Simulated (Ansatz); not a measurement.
System: CH7GaO.

```xyz
10

Ga   -0.8286   -0.0284   -0.5420
O     1.0642    1.0044   -1.0446
H    -0.6689   -1.0944   -1.7064
H    -1.8304    1.1676   -0.7559
H     1.7166    0.7853   -0.3713
C    -0.2804   -0.5390    1.2945
H     1.3940    0.6456   -1.8746
H     0.5874   -1.2042    1.3015
H    -1.0958   -1.0746    1.7894
H    -0.0583    0.3376    1.9092
```

The product side of a reaction path; geometry: PBE0-D4/def2-TZVP.

These are results of RKS PBE0-D4/def2-TZVPP (Ansatz 0.2.0), not measurements.

Question: What will maps of the electron density and electron localisation function show?

Answer: C–Ga (1.98 Å): the density is about 0.76 e/Å³ at the midpoint; the ELF peaks at about 0.90 in the valence shell of C, 0.6 Å from its nucleus, and is about 0.55 at the midpoint.
Ga–O (2.21 Å): ρ at the midpoint is about 0.32 e/Å³; the ELF peaks at about 0.90 in the valence shell of O, 0.6 Å from its nucleus, and is about 0.15 at the midpoint.
O–H (0.96 Å): ρ at the midpoint is about 3.8 e/Å³; the ELF climbs to about 1 towards the hydrogen, as it does in any bond to H; a covalent bond by its length.
C–H (1.09 Å): ρ at the midpoint is about 1.9 e/Å³; the ELF climbs to about 1 towards the hydrogen; a covalent bond by its length.

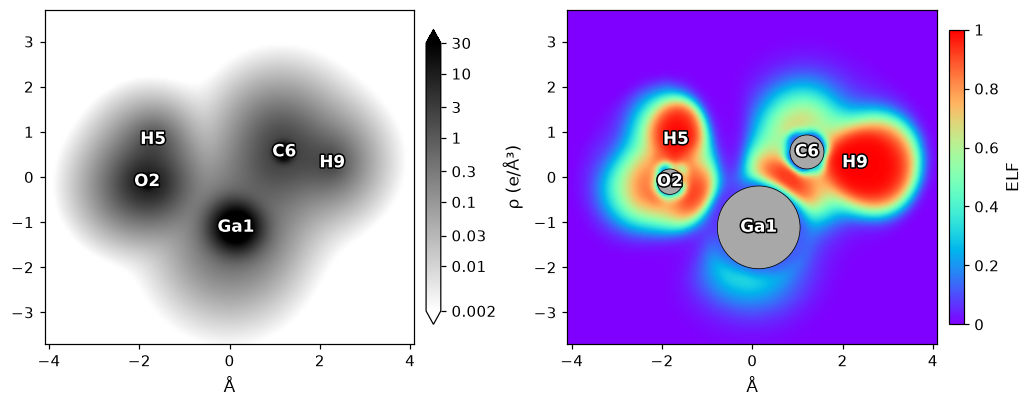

Computed electron density and electron localisation function on the plane of atoms Ga1, C6 and H9, in this order. Grey discs cover the atomic cores in the ELF map. 
